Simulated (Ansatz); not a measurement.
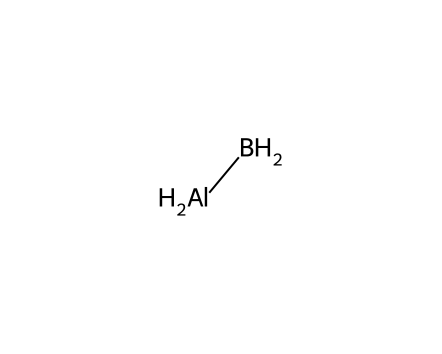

Skeletal drawing of a molecule.

Question: Write the SMILES.

Answer: [BH2][AlH2]

Question: What is the molecular formula?

Answer: AlBH4.

Question: An optimisation with PBE0-D4/def2-TZVP gave a structure of which point group?

Answer: C2v.

The parts below concern this one geometry. Atoms keep their numbers from picture to picture. The geometry was computed by an optimisation with PBE0-D4/def2-TZVP.

Geometry

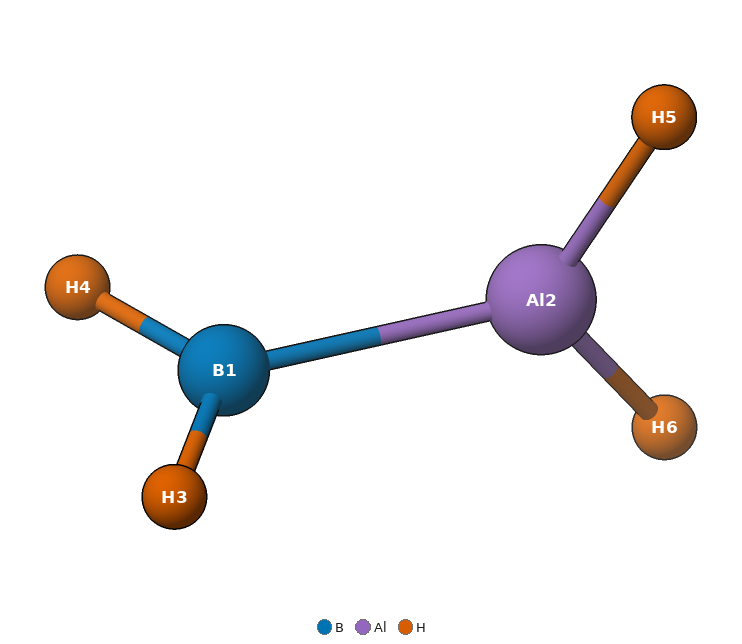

Atoms carry their numbers in the input.

What are the angles Al2–B1–H3, H3–B1–H4, B1–Al2–H5, H5–Al2–H6?

```json
{"angle": "Al2–B1–H3", "degrees": "122.9"}
{"angle": "H3–B1–H4", "degrees": "114.2"}
{"angle": "B1–Al2–H5", "degrees": "121.0"}
{"angle": "H5–Al2–H6", "degrees": "118.0"}
```

Charges

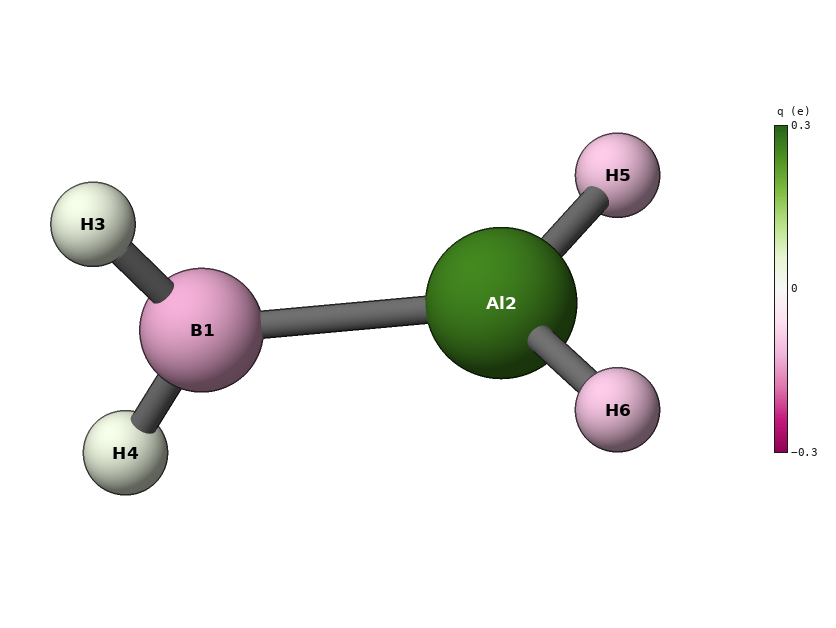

Atoms are coloured by their Mulliken charges. Properties computed with RKS PBE0-D4/def2-TZVP (Ansatz 0.2.0).

List the Mulliken charges.

| atom | value (e) |
| --- | --- |
| B1 | −0.13 |
| Al2 | 0.26 |
| H3 | 0.03 |
| H4 | 0.03 |
| H5 | −0.10 |
| H6 | −0.10 |

Electronic properties

Level of theory: RKS r2SCAN-D4/def2-TZVPP (Ansatz 0.2.0).

Question: What is the LUMO energy (Kohn–Sham orbital)?

Answer: −3.00 eV.

Question: Give the HOMO energy (Kohn–Sham orbital) at this level.

Answer: −6.60 eV.

Question: Estimate the dipole moment.

Answer: 0.39 D.

Question: Estimate the vertical ionisation energy.

Answer: 9.69 eV.

Vibrations

Harmonic vibrations computed with RKS PBE0-D4/def2-TZVP (Ansatz 0.2.0) at a stationary point of the same level.

Question: How many vibrational modes are there, and where do they lie?

Answer: 12 modes: 267, 323, 375, 561, 643, 772, 857, 1148, 1895, 1898, 2556, 2628 cm⁻¹.

Mulliken values depend strongly on the basis set and can even reverse the polarity of a bond.
